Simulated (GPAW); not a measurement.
# C/Au(110) in an electric field, part 2 of 2

Aim: the dipole that a field along the normal induces in C/Au(110).

GPAW 26.7.0; GPAW, PAW setups; slab in vacuum, relaxation (the session's first sound run).

So far, upper work function (eV): step 2 (relaxing the atoms) 5.59; step 3 (plane waves, PBE) 5.59.

## (6) In a field

run.py

```python
import json
import numpy as np
from ase import Atoms
from gpaw import GPAW, PW
from gpaw.external import ConstantElectricField

slab = Atoms(
    ['Au', 'Au', 'Au', 'Au', 'Au', 'C'],
    positions=[
        [0.00000, 0.00000, 7.00000],
        [2.04000, 1.44250, 8.44250],
        [0.00000, 0.00000, 10.00087],
        [2.04000, 1.44250, 11.53014],
        [0.00000, -0.00000, 13.86500],
        [2.04000, 1.44250, 13.59126]],
    cell=[[4.08, 0.0, 0.0], [0.0, 2.885, 0.0], [0.0, 0.0, 20.26999]],
    pbc=[True, True, False])

slab.calc = GPAW(mode=PW(500), xc='PBE', kpts={'size': (8, 11, 1), 'gamma': True},
                 occupations={'name': 'fermi-dirac', 'width': 0.1}, nbands='160%',
                 convergence={'density': 1e-05}, maxiter=200,
                 poissonsolver={'dipolelayer': 'xy'},
                 external=ConstantElectricField(-0.05, [0, 0, 1]),
                 symmetry={'tolerance': 1e-3}, txt='slab.txt')
result = {}
energy = slab.get_potential_energy()
fermi = slab.calc.get_fermi_level()
v = slab.calc.get_electrostatic_potential().mean((0, 1)) - fermi
n = slab.calc.get_pseudo_density().mean((0, 1))
L = slab.cell[2, 2]
z = np.arange(len(v)) * L / len(v)
low, high = slab.positions[:, 2].min(), slab.positions[:, 2].max()
below, above = np.interp([low - 4.8, high + 4.8], z, v)
slopes = [np.interp(x, z, np.gradient(v, z)) for x in (low - 4.8, high + 4.8)]
eps = np.array([[slab.calc.get_eigenvalues(k, s) for k in range(len(slab.calc.get_ibz_k_points()))]
                for s in range(slab.calc.get_number_of_spins())]) - fermi
top, bottom = eps[eps < 0].max(), eps[eps > 0].min()
dipole = slab.get_dipole_moment()[2]
print(f'energy {energy:.4f} eV, Fermi level {fermi:.4f} eV, dipole {dipole:.5f} e A')
print(f'potential 4.8 A off the faces, from the Fermi level: lower {below:.4f} eV, upper {above:.4f} eV')
print(f'slope of the potential there: lower {slopes[0]:.5f}, upper {slopes[1]:.5f} eV/A')
print(f'nearest levels on the mesh: {top:.4f} and {bottom:.4f} eV')
print('magnetic moment', round(slab.get_magnetic_moment(), 3))
result.update(energy=energy, fermi=fermi, dipole=dipole, below=below, above=above, slopes=slopes, edges=[top, bottom],
              z=z.tolist(), v=v.tolist(), n=n.tolist(), positions=slab.positions.tolist(),
              forces=slab.get_forces(apply_constraint=False).tolist(), moments=slab.get_magnetic_moments().tolist())
json.dump(result, open('result.json', 'w'))
```

Launch:

```console
$ OMP_NUM_THREADS=1 OPENBLAS_NUM_THREADS=1 python run.py
```

The program printed:

```text
energy -19.4957 eV, Fermi level 0.4371 eV, dipole -0.06055 e A
potential 4.8 A off the faces, from the Fermi level: lower 4.9022 eV, upper 5.8331 eV
slope of the potential there: lower -0.00014, upper 0.00011 eV/A
nearest levels on the mesh: -0.0208 and 0.0087 eV
magnetic moment 0.0
```

Elapsed: 6.8 min, on 1 thread of Arm Neoverse V1, shared host; peak memory 0.51 GiB.

## (7) Field on

run.py, as its differences from that of step 6:

```diff
@@ -22,3 +22,3 @@
                  poissonsolver={'dipolelayer': 'xy'},
-                 external=ConstantElectricField(-0.05, [0, 0, 1]),
+                 external=ConstantElectricField(0.05, [0, 0, 1]),
                  symmetry={'tolerance': 1e-3}, txt='slab.txt')
```

The program printed:

```text
energy -19.4926 eV, Fermi level 0.4505 eV, dipole 0.00041 e A
potential 4.8 A off the faces, from the Fermi level: lower 5.3463 eV, upper 5.3400 eV
slope of the potential there: lower -0.00019, upper 0.00009 eV/A
nearest levels on the mesh: -0.0183 and 0.0130 eV
magnetic moment 0.0
```

It took 7 min on 1 thread; peak memory 0.52 GiB.

The electrostatic potential energy of an electron (without an applied field's), less the Fermi level, planar mean oscillates, so the rows of the table below give means over windows of 1.54 Å about each position, cut where the curve ends. Its maxima inside the range that stand out by 2 % of the span (Å: eV): 7.7: -5.71, 9.3: -4.47, 10.8: -5.13, 12.6: 1.50. Its minima: 7.0: -12.5, 8.4: -13.1, 10.0: -13.2, 11.5: -12.9, 13.7: -20.2.

The electrostatic potential energy of an electron (without an applied field's), less the Fermi level, planar mean by z; means over each step:

| z (Å) | electrostatic potential energy of an electron (without an applied field's), less the Fermi level, planar mean (eV) |
| --- | --- |
| 0.77 | 5.35 |
| 2.31 | 5.35 |
| 3.85 | 5.33 |
| 5.39 | 4.43 |
| 6.93 | -7.48 |
| 8.47 | -8.91 |
| 10.01 | -8.90 |
| 11.55 | -8.09 |
| 13.09 | -6.85 |
| 14.63 | -2.93 |
| 16.17 | 5.23 |
| 17.71 | 5.34 |
| 19.25 | 5.34 |

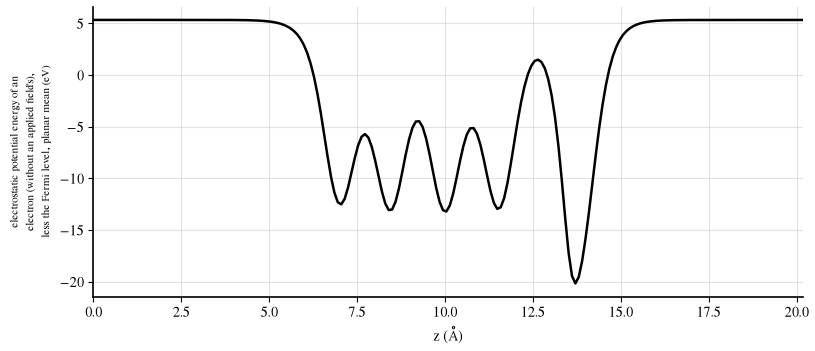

Electrostatic potential energy of an electron (without an applied field's), less the Fermi level, planar mean against z.

## (8) Field on

run.py, as its differences from that of step 7:

```diff
@@ -22,3 +22,3 @@
                  poissonsolver={'dipolelayer': 'xy'},
-                 external=ConstantElectricField(0.05, [0, 0, 1]),
+                 external=ConstantElectricField(0.1, [0, 0, 1]),
                  symmetry={'tolerance': 1e-3}, txt='slab.txt')
```

The program printed:

```text
energy -19.4934 eV, Fermi level 0.4572 eV, dipole 0.03079 e A
potential 4.8 A off the faces, from the Fermi level: lower 5.5678 eV, upper 5.0944 eV
slope of the potential there: lower -0.00021, upper 0.00008 eV/A
nearest levels on the mesh: -0.0168 and 0.0155 eV
magnetic moment 0.0
```

It took 6.2 min on 1 thread; peak memory 0.51 GiB.

The electrostatic potential energy of an electron (without an applied field's), less the Fermi level, planar mean oscillates, so the rows of the table below give means over windows of 1.54 Å about each position, cut where the curve ends. Its maxima inside the range that stand out by 2 % of the span (Å: eV): 7.7: -5.59, 9.3: -4.42, 10.8: -5.16, 12.6: 1.37. Its minima: 7.0: -12.4, 8.4: -13.0, 10.0: -13.2, 11.5: -13.0, 13.7: -20.3.

Electrostatic potential energy of an electron (without an applied field's), less the Fermi level, planar mean against z; means over each step:

| z (Å) | electrostatic potential energy of an electron (without an applied field's), less the Fermi level, planar mean (eV) |
| --- | --- |
| 0.77 | 5.54 |
| 2.31 | 5.57 |
| 3.85 | 5.55 |
| 5.39 | 4.64 |
| 6.93 | -7.32 |
| 8.47 | -8.82 |
| 10.01 | -8.89 |
| 11.55 | -8.16 |
| 13.09 | -7.00 |
| 14.63 | -3.15 |
| 16.17 | 4.98 |
| 17.71 | 5.09 |
| 19.25 | 5.10 |

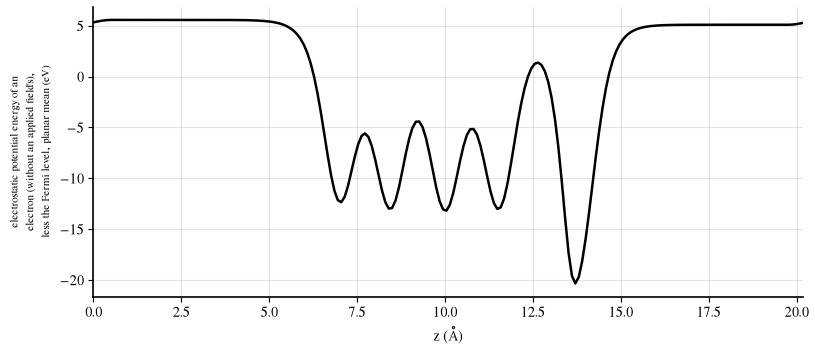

Electrostatic potential energy of an electron (without an applied field's), less the Fermi level, planar mean, plotted against z.

The dipole is now 0.0308 e Å, against -0.030 in the run without a field.

## (9) Field on

run.py, as its differences from that of step 8:

```diff
@@ -22,3 +22,3 @@
                  poissonsolver={'dipolelayer': 'xy'},
-                 external=ConstantElectricField(0.1, [0, 0, 1]),
+                 external=ConstantElectricField(0.2, [0, 0, 1]),
                  symmetry={'tolerance': 1e-3}, txt='slab.txt')
```

The program printed:

```text
energy -19.4994 eV, Fermi level 0.4694 eV, dipole 0.09179 e A
potential 4.8 A off the faces, from the Fermi level: lower 6.0146 eV, upper 4.6035 eV
slope of the potential there: lower -0.00031, upper 0.00006 eV/A
nearest levels on the mesh: -0.0143 and 0.0199 eV
magnetic moment 0.0
```

Wall time 8.4 min (1 thread); peak memory 0.52 GiB.

The dipole is now 0.0918 e Å, against -0.030 in the run without a field.

## (10) Field on

run.py, as its differences from that of step 9:

```diff
@@ -22,3 +22,3 @@
                  poissonsolver={'dipolelayer': 'xy'},
-                 external=ConstantElectricField(0.2, [0, 0, 1]),
+                 external=ConstantElectricField(0.3, [0, 0, 1]),
                  symmetry={'tolerance': 1e-3}, txt='slab.txt')
```

The program printed:

```text
energy -19.5116 eV, Fermi level 0.4806 eV, dipole 0.15302 e A
potential 4.8 A off the faces, from the Fermi level: lower 6.4646 eV, upper 4.1123 eV
slope of the potential there: lower -0.00038, upper 0.00005 eV/A
nearest levels on the mesh: -0.0125 and 0.0235 eV
magnetic moment 0.0
```

Elapsed: 9.3 min, on 1 thread; peak memory 0.51 GiB.

The electrostatic potential energy of an electron (without an applied field's), less the Fermi level, planar mean oscillates, so the rows of the table below give means over windows of 2 Å about each position, cut where the curve ends. Its maxima inside the range that stand out by 2 % of the span (Å: eV): 1.4: 6.46, 7.7: -5.11, 9.2: -4.25, 10.8: -5.30, 12.6: 0.878. Its minima: 7.0: -11.7, 8.4: -12.6, 10.0: -13.2, 11.5: -13.3, 13.7: -21.1.

The electrostatic potential energy of an electron (without an applied field's), less the Fermi level, planar mean by z; means over each step:

| z (Å) | electrostatic potential energy of an electron (without an applied field's), less the Fermi level, planar mean (eV) |
| --- | --- |
| 0 | 6.24 |
| 2 | 6.46 |
| 4 | 6.43 |
| 6 | 0.865 |
| 8 | -8.96 |
| 10 | -8.04 |
| 12 | -5.85 |
| 14 | -9.57 |
| 16 | 3.84 |
| 18 | 4.11 |
| 20 | 4.22 |

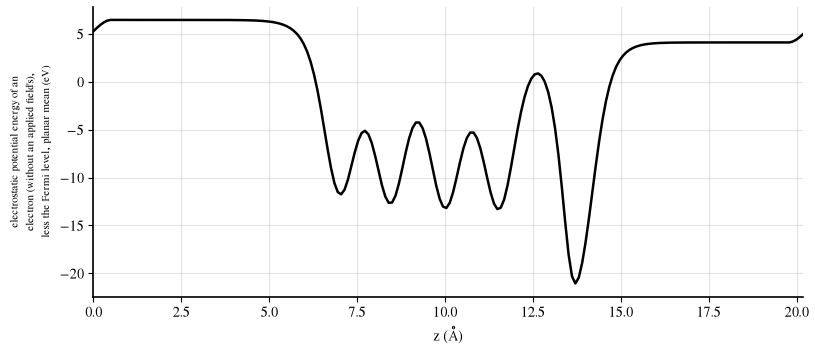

Electrostatic potential energy of an electron (without an applied field's), less the Fermi level, planar mean against z.

The dipole is now 0.153 e Å, against -0.030 in the run without a field.

## (11) The series

The members are put on one axis.

This step: induced dipole against applied field (GPAW 26.7.0).

Dipole along the normal against field:

| field (V/Å) | dipole along the normal (e·Å) |
| --- | --- |
| -0.200 | -0.152 |
| -0.100 | -0.0910 |
| -0.050 | -0.0606 |
| 0.000 | -0.0303 |
| 0.050 | 4.1e-4 |
| 0.100 | 0.0308 |
| 0.200 | 0.0918 |
| 0.300 | 0.153 |

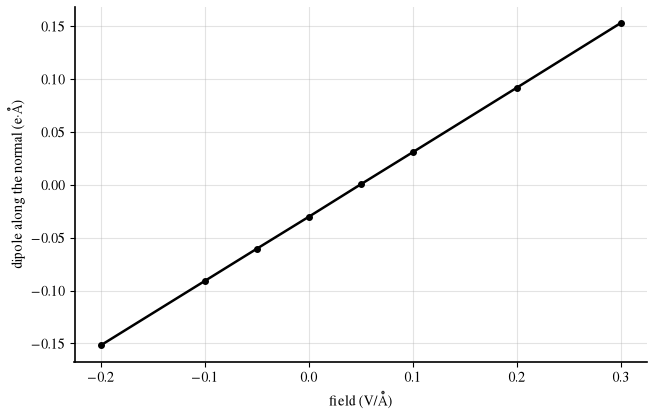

Dipole along the normal against field.

## (12) What came out

```yaml
work_function_upper_and_lower_face: 5.586 and 5.124 eV
dipole_along_the_normal: -0.0303 e Å
induced_dipole_per_field: 0.610 e Å per V/Å
out_of_plane_polarisability_per_area_alpha_eps_0_a: 9.37 Å
```

The field induces 0.610 e Å per V/Å, a polarisable thickness α/(ε0 A) of 9.37 Å beside 6.86 Å between the outermost nuclei. A perfect conductor would give the distance between its two image planes; a dielectric of thickness t gives t(1 - 1/ε). The two faces differ by 0.46 eV, the step that the slab's dipole makes (e p/(ε0 A) gives 0.47 eV), so the dipole layer is needed. The induced dipole is linear in the field over this range. The cell of 11.8 Å² holds one C, started on one chosen site; other sites and coverages weren't tried. The in-plane lattice was kept as typed, which isn't the functional's own and leaves some strain; spin-orbit coupling and temperature are left out.

[Logs are printed without paths, hosts, clocks, repeated set-up lines and the standing remarks that a program may print on its own settings, such as how far it seeks lower states.]

[Hosts, paths, dates, database ids (printed as entryN), source tags and the programs' standing remarks are cut or masked in the printed files.]
